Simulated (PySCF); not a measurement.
**[WO2(H2O)2]2+: structure and properties**

What shape and bonds does [WO2(H2O)2]2+ have? It is relaxed from a template within its point group. The species was built from a template and needn't be a known compound.

Method: r2SCAN, W def2-SVP with ECP60, O def2-SVP, H def2-SVP; scalar-relativistic core potentials, no spin–orbit coupling; program: PySCF 2.14.0.

4 further runs of the same task are left out: 2 for a known fault of the program, 1 that didn't finish, 1 set aside as unsound or not needed.

## Step 1: The starting structure

9 atoms, charge 2, spin multiplicity 1.

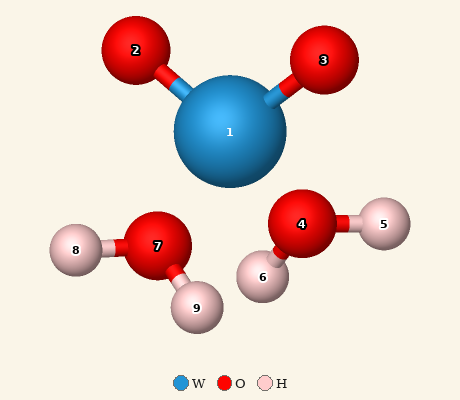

The starting geometry (tungsten blue, oxygen red, hydrogen pink); atoms are numbered from 1 in the order of the file.

Coordinates:

```xyz
9

W     0.00000    0.00000    0.00000
O     0.87160    0.87160    0.87160
O    -0.87160   -0.87160    0.87160
O     1.17780   -1.17780   -1.17780
H     1.20410   -2.14710   -1.20410
H     1.83280   -0.88970   -1.83280
O    -1.17780    1.17780   -1.17780
H    -1.20410    2.14710   -1.20410
H    -1.83280    0.88970   -1.83280
```

Formal oxidation states: W +6.

## Step 2: SCF at the start, singlet

The input, run.py (the lines that set the calculation):

```python
mol = gto.M(atom='''
W      0.00000     0.00000     0.00000
O      0.87160     0.87160     0.87160
O     -0.87160    -0.87160     0.87160
O      1.17780    -1.17780    -1.17780
H      1.20410    -2.14710    -1.20410
H      1.83280    -0.88970    -1.83280
O     -1.17780     1.17780    -1.17780
H     -1.20410     2.14710    -1.20410
H     -1.83280     0.88970    -1.83280''',
    basis={'W': 'def2-SVP', 'O': 'def2-SVP', 'H': 'def2-SVP'},
    ecp={'W': 'def2-SVP'},
    charge=2, spin=0)
mf = dft.RKS(mol, xc='R2SCAN')
mf.grids.atom_grid = (50, 194)
mf = mf.density_fit()  # fitting sets: W def2-universal-JKFIT, O def2-universal-JKFIT, H def2-universal-JKFIT
mf.conv_tol = 1e-08; mf.max_cycle = 55
mf.kernel(dm0)  # dm0: free metal ions and neutral atoms
```

Started as:

```sh
$ OMP_NUM_THREADS=2 python run.py
```

Output:

```text
init E= -369.049710502155
  HOMO = -0.914630719330287  LUMO = -0.692073067398635  gap/eV = 6.05610
cycle= 1 E= -368.814312987999  delta_E= 0.235  |g|= 1.66  |ddm|= 3.62
cycle= 2 E= -362.792967328431  delta_E= 6.02  |g|= 5.03  |ddm|= 5.45
  HOMO = -0.666234220953257  LUMO = -0.438320481011324  gap/eV = 6.20185
cycle= 3 E= -369.052168137107  delta_E= -6.26  |g|= 1.19  |ddm|= 5.27
  HOMO = -0.721016742628198  LUMO = -0.519173108112376  gap/eV = 5.49245
cycle= 4 E= -369.326035437932  delta_E= -0.274  |g|= 0.265  |ddm|= 0.933
  HOMO = -0.725501951804919  LUMO = -0.528965485451728  gap/eV = 5.34803
cycle= 5 E= -369.334998938316  delta_E= -0.00896  |g|= 0.129  |ddm|= 0.252
  HOMO = -0.705514813782724  LUMO = -0.511225895739685  gap/eV = 5.28687
cycle= 6 E= -369.33861202627  delta_E= -0.00361  |g|= 0.0182  |ddm|= 0.135
  HOMO = -0.707792410794969  LUMO = -0.513012374279075  gap/eV = 5.30023
cycle= 7 E= -369.338680725012  delta_E= -6.87e-05  |g|= 0.00544  |ddm|= 0.0172
  HOMO = -0.708110936805745  LUMO = -0.51287832620153  gap/eV = 5.31255
cycle= 8 E= -369.338686405466  delta_E= -5.68e-06  |g|= 0.000625  |ddm|= 0.004
  HOMO = -0.708107796245447  LUMO = -0.512848305523548  gap/eV = 5.31328
cycle= 9 E= -369.338686469635  delta_E= -6.42e-08  |g|= 0.000183  |ddm|= 0.0004
  HOMO = -0.708127598661626  LUMO = -0.51285931511412  gap/eV = 5.31352
cycle= 10 E= -369.338686476146  delta_E= -6.51e-09  |g|= 2.15e-05  |ddm|= 0.000124
  HOMO = -0.708133844932131  LUMO = -0.512859400595854  gap/eV = 5.31369
Extra cycle  E= -369.338686475326  delta_E= 8.2e-10  |g|= 7e-05  |ddm|= 6.18e-05
converged SCF energy = -369.338686475326
```

Wall time 5.3 s (2 threads of Arm Neoverse V1, shared host); peak memory 0.63 GiB.

It gives: E = -369.338686 Eh, HOMO -19.27 eV, LUMO -13.96 eV, Mulliken charge on W1 +1.38 e. 

## Step 3: Relaxation, singlet

Steps are kept in the start's point group, C2.

The input, run.py (the lines that set the calculation):

```python
mol = gto.M(atom='''
W      0.00000     0.00000     0.06317
O      0.87160     0.87160     0.93477
O     -0.87160    -0.87160     0.93477
O      1.17780    -1.17780    -1.11463
H      1.20410    -2.14710    -1.14093
H      1.83280    -0.88970    -1.76963
O     -1.17780     1.17780    -1.11463
H     -1.20410     2.14710    -1.14093
H     -1.83280     0.88970    -1.76963''',
    basis={'W': 'def2-SVP', 'O': 'def2-SVP', 'H': 'def2-SVP'},
    ecp={'W': 'def2-SVP'},
    charge=2, spin=0)
mf = dft.RKS(mol, xc='R2SCAN')
mf.grids.atom_grid = (50, 194)
mf = mf.density_fit()  # fitting sets: W def2-universal-JKFIT, O def2-universal-JKFIT, H def2-universal-JKFIT
mf.conv_tol = 1e-08; mf.max_cycle = 55
mf.kernel(dm0)  # dm0: an SCF of this state at this start
# quasi-Newton relaxation in Cartesian coordinates to a largest gradient under 0.00045 Eh/bohr, steps kept in the point group
```

Started as:

```sh
$ OMP_NUM_THREADS=2 python run.py
```

The driver keeps no SCF log for this step, only its results.

Wall time 2.4 min (2 threads of Arm Neoverse V1, shared host).

The steps of the relaxation:

```csv
step,energy from step 1 (eV),largest force component (eV/Å)
1,0.0000,21.1548
2,-2.1306,6.8956
3,-2.5562,2.4393
4,-2.6553,0.9546
5,-2.6693,1.0188
6,-2.7260,0.2038
7,-2.7654,0.2701
8,-2.8013,0.1772
9,-2.8237,0.2094
10,-2.8324,0.1395
11,-2.8340,0.2796
12,-2.8369,0.0515
13,-2.8378,0.0418
14,-2.8387,0.0654
15,-2.8392,0.0730
16,-2.8403,0.1124
17,-2.8414,0.1418
18,-2.8427,0.1081
19,-2.8439,0.0684
20,-2.8445,0.0660
21,-2.8451,0.0521
22,-2.8453,0.0305
23,-2.8454,0.0143
24,-2.8454,0.0183
```

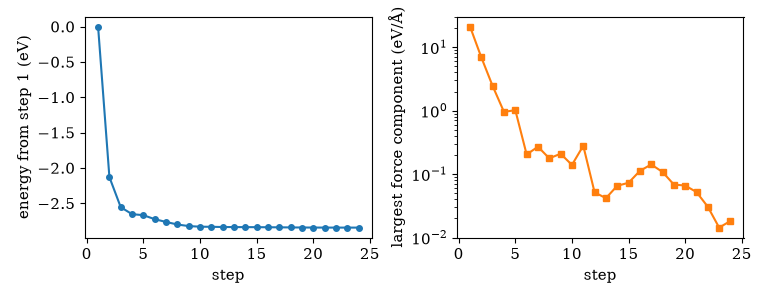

Energy and force, step by step.

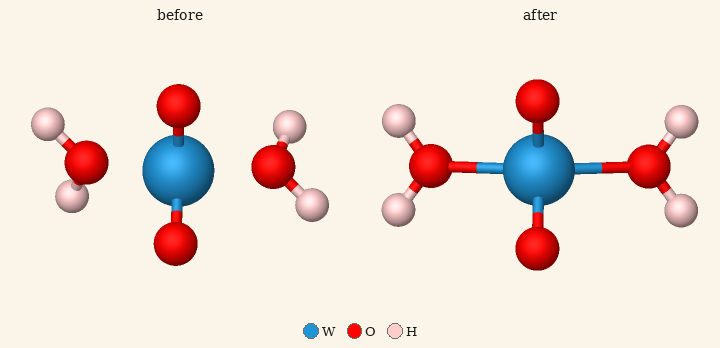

Before and after, at one scale.

Distances of close pairs at the start and the end, largest changes first:

| bond | before (Å) | after (Å) | change (Å) |
| --- | --- | --- | --- |
| W1–O2 | 1.510 | 1.673 | +0.163 |
| W1–O3 | 1.510 | 1.673 | +0.163 |
| W1–O4 | 2.040 | 2.071 | +0.031 |
| W1–O7 | 2.040 | 2.071 | +0.031 |
| O4–H6 | 0.970 | 0.989 | +0.019 |
| O7–H9 | 0.970 | 0.989 | +0.019 |
| O4–H5 | 0.970 | 0.988 | +0.018 |
| O7–H8 | 0.970 | 0.988 | +0.018 |

It ends in C2v at E = -369.443254 Eh.

```xyz
9
charge 2, multiplicity 1
W     0.0000    0.0000   -0.3829
O     0.9143    0.9514    0.6455
O    -0.9143   -0.9514    0.6455
O     1.4004   -1.3431   -1.1078
H     1.2663   -2.3165   -1.2121
H     2.3705   -1.1726   -1.1930
O    -1.4004    1.3431   -1.1078
H    -1.2663    2.3165   -1.2121
H    -2.3705    1.1726   -1.1930
```

## Step 4: Charges, bond orders and levels

The input, run.py (the lines that set the calculation):

```python
mol = gto.M(atom='''
W      0.00000     0.00000    -0.38286
O      0.91429     0.95141     0.64552
O     -0.91429    -0.95141     0.64552
O      1.40036    -1.34313    -1.10782
H      1.26629    -2.31652    -1.21208
H      2.37050    -1.17256    -1.19302
O     -1.40036     1.34313    -1.10782
H     -1.26629     2.31652    -1.21208
H     -2.37050     1.17256    -1.19302''',
    basis={'W': 'def2-SVP', 'O': 'def2-SVP', 'H': 'def2-SVP'},
    ecp={'W': 'def2-SVP'},
    charge=2, spin=0)
mf = dft.RKS(mol, xc='R2SCAN')
mf.grids.atom_grid = (75, 302)
mf = mf.density_fit()  # fitting sets: W def2-universal-JKFIT, O def2-universal-JKFIT, H def2-universal-JKFIT
mf.conv_tol = 1e-09; mf.max_cycle = 55
mf.kernel(dm0)  # dm0: the density of the relaxed state
```

Started as:

```sh
$ OMP_NUM_THREADS=2 python run.py
```

Output:

```text
init E= -369.443884652171
  HOMO = -0.695218714269384  LUMO = -0.520279935241175  gap/eV = 4.76033
cycle= 1 E= -369.443884932333  delta_E= -2.8e-07  |g|= 0.000434  |ddm|= 0.00356
  HOMO = -0.695076450187447  LUMO = -0.520205938630025  gap/eV = 4.75847
cycle= 2 E= -369.443884569329  delta_E= 3.63e-07  |g|= 0.00145  |ddm|= 0.00109
  HOMO = -0.695151667079262  LUMO = -0.52020731683165  gap/eV = 4.76048
cycle= 3 E= -369.443884938675  delta_E= -3.69e-07  |g|= 0.000361  |ddm|= 0.00111
  HOMO = -0.695165446667406  LUMO = -0.520237092285219  gap/eV = 4.76004
cycle= 4 E= -369.443884966124  delta_E= -2.74e-08  |g|= 2.45e-05  |ddm|= 0.000269
  HOMO = -0.69516484417974  LUMO = -0.520237031098815  gap/eV = 4.76003
cycle= 5 E= -369.443884966214  delta_E= -9e-11  |g|= 1.02e-05  |ddm|= 1.95e-05
  HOMO = -0.695162948747868  LUMO = -0.52023561076959  gap/eV = 4.76002
Extra cycle  E= -369.44388496615  delta_E= 6.31e-11  |g|= 2.05e-05  |ddm|= 2.09e-05
converged SCF energy = -369.44388496615
```

Run time: 37 s. Hardware: 2 threads of Arm Neoverse V1, shared host.

It gives: E = -369.443885 Eh, HOMO -18.92 eV, LUMO -14.16 eV, Mulliken charge on W1 +1.47 e, largest force component 0.020 eV/Å. 

Löwdin charges:

| atom | value (e) |
| --- | --- |
| W1 | 0.75 |
| O2 | 0.08 |
| O3 | 0.08 |
| O4 | 0.11 |
| H5 | 0.22 |
| H6 | 0.22 |
| O7 | 0.11 |
| H8 | 0.22 |
| H9 | 0.22 |

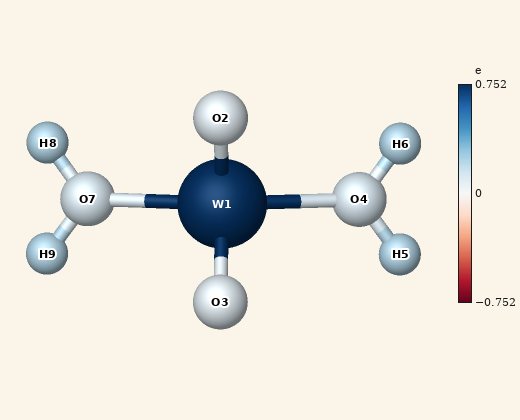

Löwdin charges, as colours on the atoms.

Mulliken charges: W1 +1.47, O2 -0.12, O3 -0.12, O4 -0.31, H5 +0.35, H6 +0.35, O7 -0.31, H8 +0.35, H9 +0.35 e.

Contacts (the nearest donor of each ligand) and Mayer bond orders:

```
    contact  distance (Å)  bond order
  W1–O2 (O)         1.673        2.31
  W1–O3 (O)         1.673        2.31
W1–O4 (H2O)         2.071        0.58
W1–O7 (H2O)         2.071        0.58
```

Mulliken populations of W1 outside the core potential: s 2.33, p 6.22, d 3.79, f 0.19.

The fields below are evaluated on a grid from the run's orbitals.

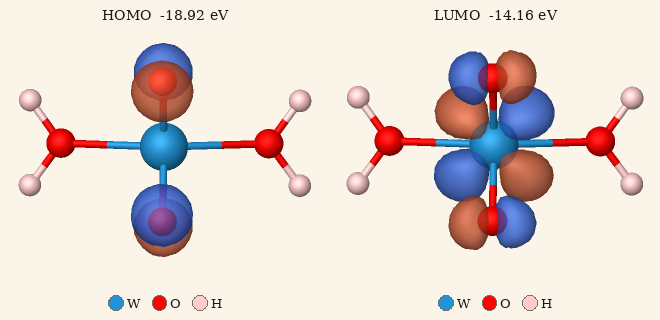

r2SCAN orbitals near the gap, drawn at the value that encloses 70 % of each; the two colours are the two signs.

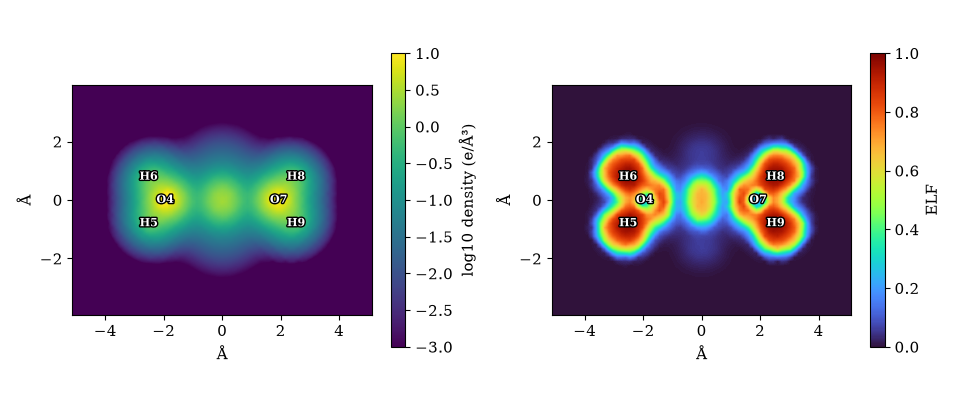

Density (left) and ELF (right) in a plane through or near 6 of the atoms.

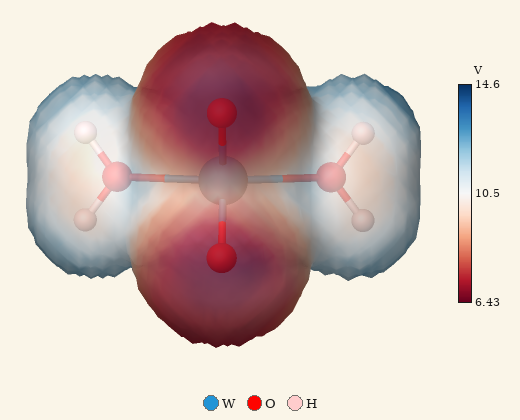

The potential that a unit positive charge feels on the 0.002 e/bohr³ surface, from 6.43 V near O2 to 14.58 V near W1.

## Step 5: What came out

```
                       quantity                           value
          state and point group                    singlet, C2v
          metal–ligand contacts                  1.67 to 2.07 Å
                frontier levels  HOMO -18.92 eV, LUMO -14.16 eV
dipole about the centre of mass                          7.08 D
            mean polarisability                          5.6 Å³
```

**Reading.** The metal carries +0.75 e by Löwdin's partition against a formal +6, and bond orders to the nearest donors reach 2.31. Both measures hang on the basis. No vibrations are shown for the final structure, so this session doesn't show it to be a minimum. One start shape was tried, so another isomer may lie lower. These are double-zeta-type bases without diffuse functions. Spin–orbit coupling is left out.
